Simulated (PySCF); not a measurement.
# C4H4FN: NMR shifts, electronic excitations and K edges in gas and solvents, part 2 of 2

PySCF 2.14.0. Atoms count from 0. The steps go on from the part before.

### 7 Ultraviolet spectrum: wB97X-D/def2-SVPD in cyclohexane

The job: settings as JSON, then the geometry in Å.

```
{"job": {"kind": "uv", "xc": "wB97X-D", "basis": "def2-SVPD", "solvent": "cyclohexane", "nstates": 6, "ntriplets": 0}, "charge": 0, "multiplicity": 1}
N     -2.788944     0.210558    -0.817749
C     -2.026179    -0.130812     0.143168
C     -0.592821    -0.086399     0.155561
C      0.621625    -0.048547     0.171611
C      2.076521     0.005468     0.172635
F      2.608643    -0.422401     1.357250
H     -2.229620     0.533444    -1.615299
H     -2.493419    -0.500882     1.070826
H      2.468836    -0.624555    -0.645596
H      2.405924     1.043226    -0.013555
```

Level: TDDFT wB97X-D/def2-SVPD, vertical, IEF-PCM cyclohexane (non-equilibrium linear response), core orbitals frozen in the response.

What it wrote:

```text
coarse grid: 8976 points
cycle   1  E = -308.8849007485  dE =  8.632e-01  |g| = 6.030e-01  |ddm| = 6.961e+00
cycle   2  E = -308.8785990687  dE =  6.302e-03  |g| = 6.945e-01  |ddm| = 2.540e+00
cycle   3  E = -308.9664676084  dE = -8.787e-02  |g| = 5.742e-02  |ddm| = 9.273e-01
cycle   4  E = -308.9672388893  dE = -7.713e-04  |g| = 2.984e-02  |ddm| = 1.748e-01
cycle   5  E = -308.9674643883  dE = -2.255e-04  |g| = 7.860e-03  |ddm| = 8.242e-02
cycle   6  E = -308.9674826339  dE = -1.825e-05  |g| = 3.730e-03  |ddm| = 3.414e-02
cycle   7  E = -308.9674868145  dE = -4.181e-06  |g| = 9.038e-04  |ddm| = 9.475e-03
final grid: 88920 points
cycle   8  E = -309.0105840427  dE = -8.336e-05  |g| = 6.882e-03  |ddm| = 1.661e-01
cycle   9  E = -309.0105822199  dE =  1.823e-06  |g| = 8.101e-03  |ddm| = 1.890e-02
cycle  10  E = -309.0105939403  dE = -1.172e-05  |g| = 5.983e-04  |ddm| = 1.202e-02
cycle  11  E = -309.0105940078  dE = -6.747e-08  |g| = 5.187e-04  |ddm| = 3.068e-03
cycle  12  E = -309.0105940720  dE = -6.424e-08  |g| = 1.021e-04  |ddm| = 1.619e-03
cycle  13  E = -309.0105940765  dE = -4.489e-09  |g| = 4.241e-05  |ddm| = 5.611e-04
cycle  14  E = -309.0105940776  dE = -1.042e-09  |g| = 2.199e-05  |ddm| = 1.834e-04
cycle  15  E = -309.0105940778  dE = -2.600e-10  |g| = 7.060e-06  |ddm| = 7.966e-05
converged SCF energy = -309.0105940778

Static polarisability (au): isotropic 65.798, principal 42.057 53.329 102.009

Singlet excitations
state   eV       nm        f      main configurations
  1   4.9445    250.8   0.00512   H-1->L 0.96
  2   5.5852    222.0   0.00054   H-2->L 0.93
  3   5.6463    219.6   0.21130   H->L 0.80, H-2->L+1 0.08
  4   5.9806    207.3   0.00074   H->L+1 0.85
  5   7.4966    165.4   0.19086   H-1->L+1 0.77
  6   7.7064    160.9   0.77869   H-2->L+1 0.60, H->L 0.13
```

Run time: 46 s. Hardware: 1 thread of Intel Xeon at 2.50GHz, shared host; peak memory 0.76 GiB.

Key values: HOMO -9.89 eV, LUMO 0.18 eV; lowest singlet 4.94 eV.

### 8 Core excitations: BHandHLYP/aug-pcX-1+pcseg-1

Settings changed since step 7:

```diff
@@ -1,2 +1,2 @@
-{"job": {"kind": "uv", "xc": "wB97X-D", "basis": "def2-SVPD", "solvent": "cyclohexane", "nstates": 6, "ntriplets": 0}, "charge": 0, "multiplicity": 1}
+{"job": {"kind": "xas", "xc": "BHandHLYP", "basis": {"default": "aug-pcX-1", "H": "pcseg-1"}}, "charge": 0, "multiplicity": 1}
 N     -2.788944     0.210558    -0.817749
```

With the program's defaults for keys left out, this is: core-valence-separated TDA BHandHLYP/aug-pcX-1 H:pcseg-1, K edges, non-relativistic, gas phase.

What it wrote:

```text
coarse grid: 8976 points
cycle   1  E = -309.0137550888  dE =  8.933e-01  |g| = 5.929e-01  |ddm| = 5.657e+00
cycle   2  E = -309.0030383541  dE =  1.072e-02  |g| = 6.986e-01  |ddm| = 1.814e+00
cycle   3  E = -309.0873638741  dE = -8.433e-02  |g| = 7.836e-02  |ddm| = 6.296e-01
cycle   4  E = -309.0883962746  dE = -1.032e-03  |g| = 4.945e-02  |ddm| = 1.415e-01
cycle   5  E = -309.0889285371  dE = -5.323e-04  |g| = 1.010e-02  |ddm| = 6.825e-02
cycle   6  E = -309.0889495824  dE = -2.105e-05  |g| = 4.032e-03  |ddm| = 1.583e-02
cycle   7  E = -309.0889534984  dE = -3.916e-06  |g| = 1.632e-03  |ddm| = 5.757e-03
final grid: 88920 points
cycle   8  E = -309.1249015184  dE = -6.951e-05  |g| = 3.317e-03  |ddm| = 6.808e-02
cycle   9  E = -309.1249004766  dE =  1.042e-06  |g| = 3.687e-03  |ddm| = 8.423e-03
cycle  10  E = -309.1249032588  dE = -2.782e-06  |g| = 8.269e-04  |ddm| = 4.236e-03
cycle  11  E = -309.1249033995  dE = -1.407e-07  |g| = 3.463e-04  |ddm| = 1.194e-03
cycle  12  E = -309.1249034230  dE = -2.346e-08  |g| = 7.323e-05  |ddm| = 3.310e-04
cycle  13  E = -309.1249034244  dE = -1.395e-09  |g| = 1.758e-05  |ddm| = 8.980e-05
cycle  14  E = -309.1249034248  dE = -4.070e-10  |g| = 1.308e-05  |ddm| = 7.439e-05
converged SCF energy = -309.1249034248

C K edge
   eV          f      from atoms
  282.993   0.05914   C3
  283.194   0.05958   C1
  283.266   0.06471   C2
  283.433   0.03070   C2
  283.696   0.04675   C3
  286.733   0.00529   C2 C3
  286.790   0.00036   C3 C2
  286.808   0.03938   C2
  286.916   0.04296   C4
  287.300   0.00531   C1
  287.650   0.00013   C2
  287.731   0.00947   C3
  287.890   0.00036   C3 C2
  287.916   0.00321   C4
  287.931   0.00146   C2 C3
  288.028   0.00127   C3
  288.173   0.00011   C2
  288.178   0.01435   C1
  288.536   0.00832   C1
  288.579   0.00091   C3

N K edge
   eV          f      from atoms
  395.612   0.05827   N0
  399.994   0.01844   N0
  401.197   0.00883   N0
  401.767   0.00516   N0
  402.131   0.00030   N0
  402.390   0.00221   N0
  402.549   0.00816   N0
  403.042   0.00072   N0

F K edge
   eV          f      from atoms
  684.598   0.02981   F5
  686.279   0.00003   F5
  686.702   0.00564   F5
  687.794   0.00365   F5
  687.851   0.00062   F5
  687.871   0.00205   F5
  688.744   0.00024   F5
  688.922   0.00156   F5
```

Run time: 64 s. Hardware: 1 thread of Intel Xeon at 2.50GHz, shared host; peak memory 0.84 GiB.

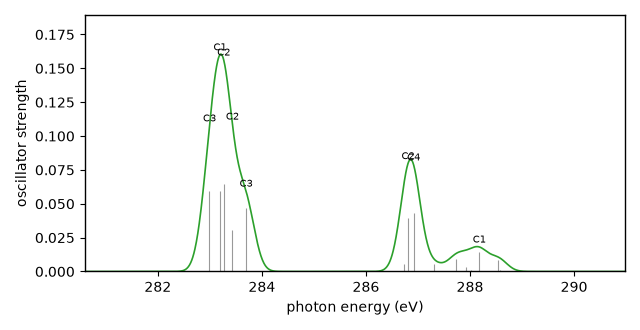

The C K edge. Lines are broadened to a width of 0.40 eV (Gaussian).

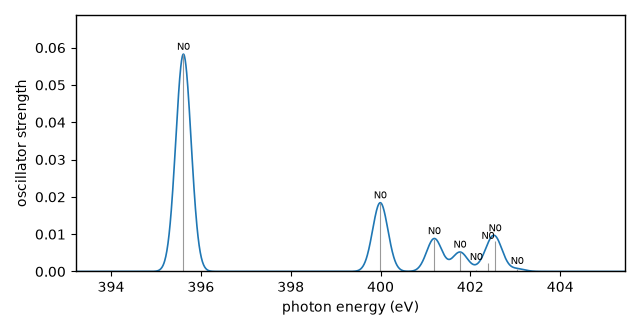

The N K edge. Lines are broadened to a width of 0.40 eV (Gaussian).

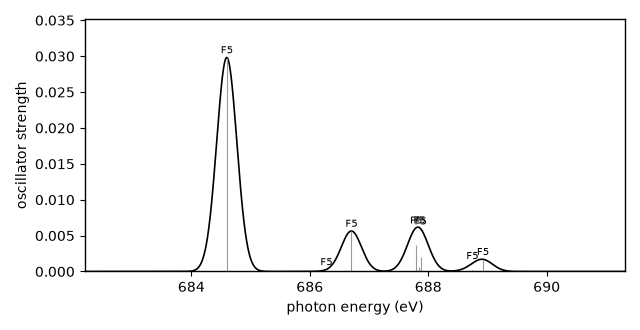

The F K edge. Lines are broadened to a width of 0.40 eV (Gaussian).

### 9 Comparing the runs: NMR shifts

Shifts (ppm) of some atoms, chosen among heavy atoms and hydrogens apart, means over like atoms, with basis size and wall time:

```csv
run,C1,C3,C4,H6,H8,N0,F5,functions,time
PBE0/pcSseg-1 in acetonitrile,161.9,98.5,72.8,10.72,5.54,369.5,-250.9,122,34 s
PBE0/pcSseg-1 in cyclohexane,159.6,95.5,71.4,10.86,5.33,380.8,-247.8,122,24 s
```

The continuum's effect on the ground state:

```csv
solvent,ε,polarisation energy (Eh),μ (D)
cyclohexane,2.02,-0.0046,2.59
acetonitrile,35.69,-0.0127,3.01
```

### 10 Side by side: electronic excitations

Excitations and ground-state properties, with basis size and wall time:

```csv
run,lowest singlet (eV),brightest (eV),f,gap (eV),α (Å³),μ (D),functions,time
wB97X-D/def2-SVPD,4.89,5.72,0.140,10.07,8.75,2.24,155,66 s
wB97X-D/def2-SVPD in acetonitrile,5.06,7.76,0.565,10.04,11.49,3.02,155,45 s
wB97X-D/def2-SVPD in cyclohexane,4.94,7.71,0.779,10.06,9.75,2.52,155,46 s
```

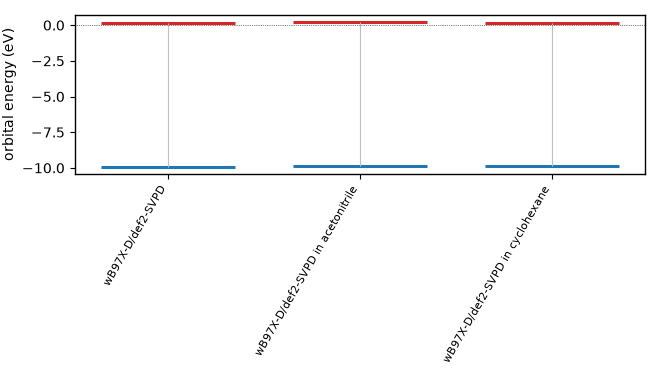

HOMO (blue) and LUMO (red) run by run.

The continuum's effect on the ground state:

```csv
solvent,ε,polarisation energy (Eh),μ (D)
cyclohexane,2.02,-0.0046,2.52
acetonitrile,35.69,-0.0131,3.02
```

### 11 What came out

What follows sums up all 2 parts.

| quantity | value |
| --- | --- |
| point group | Cs |
| rotational constants (main isotopes) | 22.90, 1.26, 1.21 GHz |
| 13C shifts against TMS (PBE0/pcSseg-1, acetonitrile) | 161.9, 98.5, 93.2, 72.8 ppm |
| 1H shifts against TMS (PBE0/pcSseg-1, acetonitrile, means over atoms taken as alike) | 10.72, 7.85, 5.54 ppm |
| 15N shifts against NH3 (PBE0/pcSseg-1, acetonitrile) | 369.5 ppm |
| 19F shifts against CFCl3 (PBE0/pcSseg-1, acetonitrile) | -250.9 ppm |
| lowest singlet (wB97X-D/def2-SVPD) | 4.89 eV (254 nm), f = 0.004 |
| brightest single state of those computed | state 3, 5.72 eV, f = 0.140 |
| surface potential, 1st and 99th percentile | -1.66 V and 1.44 V |
| C K edge | first line 282.99 eV, strongest 283.27 eV (f = 0.065) |
| N K edge | first line 395.61 eV, strongest 395.61 eV (f = 0.058) |
| F K edge | first line 684.60 eV, strongest 684.60 eV (f = 0.030) |
| range of the shift of N0 | 369.5 to 380.8 ppm |
| range of the lowest singlet | 4.89 to 5.06 eV |

What this shows: Relaxing lowered the energy by 0.305 eV in 8 steps; the close pair that moved most is C3–C4, from 1.410 to 1.456 Å. No frequency check was run at this level, so the end point may be a saddle. At PBE0/pcSseg-1: Shielding is most anisotropic at N0 (span 666 ppm, paramagnetic term -429 ppm). The first singlet state (HOMO−1→LUMO 0.96) lies at 4.89 eV and is weak; of the 6 states computed, the strongest absorption comes from state 3 at 5.72 eV. At the N edge the strongest single line lifts a 1s electron of N0 into LUMO (weight 0.86), and it is the first line. At the F edge the strongest single line lifts a 1s electron of F5 into several orbitals, led by LUMO+2 (weight 0.34), and it is the first line. Absolute edge energies from this method are off by several eV; spacings are better. Across the 2 runs the shift of N0 moves most, between 369.5 (PBE0/pcSseg-1 in acetonitrile) and 380.8 ppm (PBE0/pcSseg-1 in cyclohexane). The continuum holds electrostatics alone: no hydrogen bonds to the solvent, and the gas-phase geometry is kept. The lowest singlet runs from 4.89 eV (wB97X-D/def2-SVPD) to 5.06 eV (wB97X-D/def2-SVPD in acetonitrile), while the orbital gap spans 10.04 to 10.07 eV. The lowest state need not be the same one in every run. The runs solved for a few states only, so the brightest column depends on that window.
